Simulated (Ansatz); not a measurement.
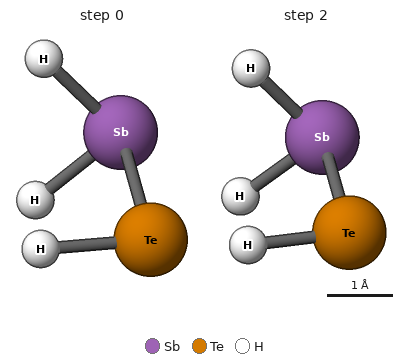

The structure of SbH₃Te before (left) and after (right) a relaxation, at one scale.

The picture is a ball-and-stick view, seen from a free direction.

Theory: RKS r2SCAN50-d4/def2-TZVPP in Ansatz.

Input
```yaml
crystal:
  periodic: [false, false, false]
  atoms:
    - {symbol: Sb, position_ang: [-0.813140, -1.053816, -0.486091]}
    - {symbol: Te, position_ang: [0.239835, 1.669505, -1.044763]}
    - {symbol: H, position_ang: [-1.249876, -0.750376, 1.254453]}
    - {symbol: H, position_ang: [0.789408, -1.669502, -0.013610]}
    - {symbol: H, position_ang: [1.193450, 1.790496, 0.438215]}
basis:
  gaussian: {orbitals: def2-TZVPP}
hamiltonian: {xc: {name: r2SCAN50}, dispersion: d4}
scf: {lower_state_search: off}
relax: {f_tol: 0.0001, max_steps: 3}
output: {forces: true}
```

Launched with:
```bash
ansatz run in.yaml --threads 2 --pin off --events-out ev --progress --plain --max-ram 4352MiB
```

Summarise the run.

The relaxation stopped without meeting its thresholds, so the last structure isn't shown to be converged. The input was poor on purpose: steps. After 2 geometry steps the energy has fallen by 0.487 eV. Largest force component: 1.8 eV/Å at the start, 0.18 eV/Å at the end. The largest move after the best rigid fit is that of H3, 0.16 Å. Largest moves by element: H 0.16 Å, Te 0.16 Å, Sb 0.13 Å. Some distances before and after: Sb1–Te2 2.973 → 2.718 Å, Te2–H5 1.767 → 1.641 Å, Sb1–H3 1.820 → 1.695 Å, Sb1–H4 1.781 → 1.690 Å. Among the angles between lasting bonds that change: Te2–Sb1–H4 92.7° → 97.7°, Sb1–Te2–H5 95.5° → 97.9°.
